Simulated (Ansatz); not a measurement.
# Direct or indirect: NaCl (Fm-3m)

```
Cl Na
1.0
     0.00000    2.81000    2.81000
     2.81000    0.00000    2.81000
     2.81000    2.81000    0.00000
Cl Na
1 1
Direct
  0.50000 0.50000 0.50000
  0.00000 0.00000 0.00000
```

Method: Ansatz, PBE, independent particles, without spin-orbit coupling, line width 0.15 eV (Gaussian). The band structure gives a fundamental gap of 5.15 eV. The spectrum of vertical transitions near the edge:

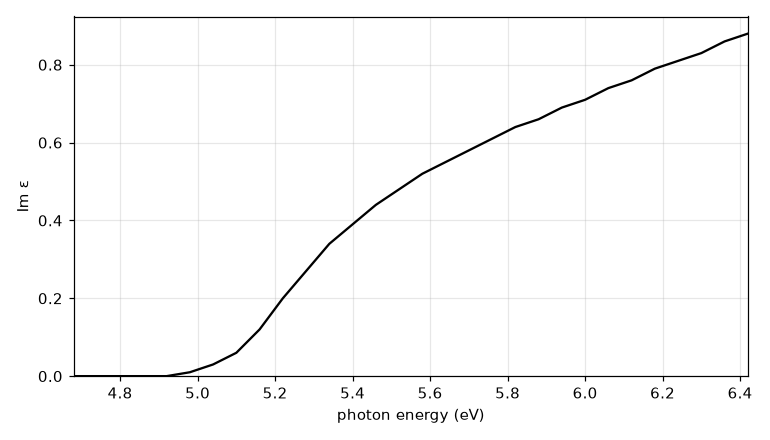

Problem. Is the gap direct or indirect, and about where do vertical transitions set in?

Solution. Direct: the band path has its least direct gap at the fundamental one, 5.15 eV, and the curves rise from there. Lines are broadened by 0.15 eV, which spreads the edge.

[Logs are printed without paths, hosts, clocks, repeated set-up lines and the standing remarks that a program may print on its own settings, such as how far it seeks lower states.]
